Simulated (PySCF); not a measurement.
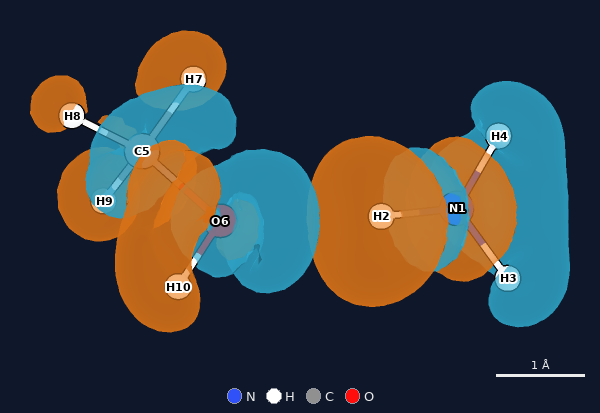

*CH7NO, SMILES `N.CO`. Density of the complex less the densities of the two fragments at the same geometry, ±0.002 e/Å³ (light blue: gain, orange: loss). Fragment A: NH3 (atoms 1–4); fragment B: H4CO.*

Computed with PySCF, r2SCAN/aug-cc-pVDZ, geometry: GFN2-xTB.

The calculation's input:

```python
import numpy as np
from pyscf import gto, scf, dft
from pyscf.scf import atom_ks, atom_hf
from scipy.linalg import block_diag
from pyscf.dispersion import dftd3

def solve(mol, dm0=None, hcore=None):
    mf = (dft.UKS if mol.spin else dft.RKS)(mol, xc='r2scan')
    mf.grids.level = 3
    mf = mf.density_fit(auxbasis='def2-universal-jkfit')
    mf.conv_tol, mf.max_cycle = 1e-8, 80
    if hcore is not None:
        mf.get_hcore = lambda *args: hcore
    mf.kernel(dm0)
    if not mf.converged:
        mf = mf.newton().run(mf.mo_coeff, mf.mo_occ, max_cycle=30)
    assert mf.converged, 'SCF not converged'
    return mf

mol = gto.M(atom='''
N     -2.21862    -0.19362    -0.09085
H     -1.25309     0.11700    -0.05548
H     -2.78075     0.61013    -0.34563
H     -2.48062    -0.45274     0.85327
C      1.52154    -0.52949    -0.04493
O      0.81700     0.67988     0.12491
H      0.92996    -1.30356     0.43977
H      2.50983    -0.48594     0.42364
H      1.63524    -0.78144    -1.10359
H      1.30458     1.38980    -0.30569
''', basis='aug-cc-pvdz', charge=0, spin=0, verbose=4)
mol_a = gto.M(atom='''
N     -2.21862    -0.19362    -0.09085
H     -1.25309     0.11700    -0.05548
H     -2.78075     0.61013    -0.34563
H     -2.48062    -0.45274     0.85327
ghost-C      1.52154    -0.52949    -0.04493
ghost-O      0.81700     0.67988     0.12491
ghost-H      0.92996    -1.30356     0.43977
ghost-H      2.50983    -0.48594     0.42364
ghost-H      1.63524    -0.78144    -1.10359
ghost-H      1.30458     1.38980    -0.30569
''', basis='aug-cc-pvdz', charge=0, spin=0, verbose=4)
mol_b = gto.M(atom='''
ghost-N     -2.21862    -0.19362    -0.09085
ghost-H     -1.25309     0.11700    -0.05548
ghost-H     -2.78075     0.61013    -0.34563
ghost-H     -2.48062    -0.45274     0.85327
C      1.52154    -0.52949    -0.04493
O      0.81700     0.67988     0.12491
H      0.92996    -1.30356     0.43977
H      2.50983    -0.48594     0.42364
H      1.63524    -0.78144    -1.10359
H      1.30458     1.38980    -0.30569
''', basis='aug-cc-pvdz', charge=0, spin=0, verbose=4)
ab, a, b = solve(mol), solve(mol_a), solve(mol_b)
e_int = ab.e_tot - a.e_tot - b.e_tot
print('counterpoise-corrected interaction energy / kcal/mol', e_int * 627.5095)
def disp(atoms, charge):
    m = gto.M(atom=atoms, charge=charge, basis='sto-3g', spin=None, unit='Bohr', verbose=0)
    return dftd3.DFTD3Dispersion(m, xc='r2scan', version='d3bj').get_dispersion()['energy']
e_disp = disp(mol._atom, mol.charge) - disp(mol._atom[:4], mol_a.charge) - disp(mol._atom[4:], mol_b.charge)
print('D3(BJ) part / kcal/mol', e_disp * 627.5095)
# spherically averaged free atoms, for the promolecule
atm = atom_ks.get_atm_nrks(mol, xc='r2scan')
pro = block_diag(*[(atm[a[0]][2] * atm[a[0]][3]) @ atm[a[0]][2].T for a in mol._atom])
np.savez('result.npz', e_int=e_int, e_disp=e_disp, dm_a=a.make_rdm1(), dm_b=b.make_rdm1(), c=ab.mo_coeff, occ=ab.mo_occ, eps=ab.mo_energy, pro=pro, d=[f.dip_moment(verbose=0) for f in (ab, a, b)])
```

Run with:

```sh
OMP_NUM_THREADS=1 python input.py
```

The run took 74 s on 1 thread of Arm Neoverse V1, with other jobs on the host, peak memory 0.55 GiB.

Partitions, critical points and surface values were worked out afterwards from this run's density.

Question: Which way does charge flow?

Answer: Hirshfeld charges show 0.013 e passing from B to A. By Hirshfeld charges, electrons gather most on N1 (−0.013 e) and leave H2 most (+0.013 e); 0.06 e is displaced in all, which induces a dipole of 0.48 D.

Question: What is the interaction energy, and which contacts carry it?

Answer: The counterpoise-corrected interaction energy of the frozen fragments is −2.3 kcal/mol without dispersion correction and −2.6 kcal/mol with D3(BJ). The pair geometry is semi-empirical, not a minimum at this level. Contacts: H2···O6, hydrogen bond, 2.15 Å, ρ = 0.016 a.u. The pose is a local one from a semi-empirical search, not shown to be the most stable.
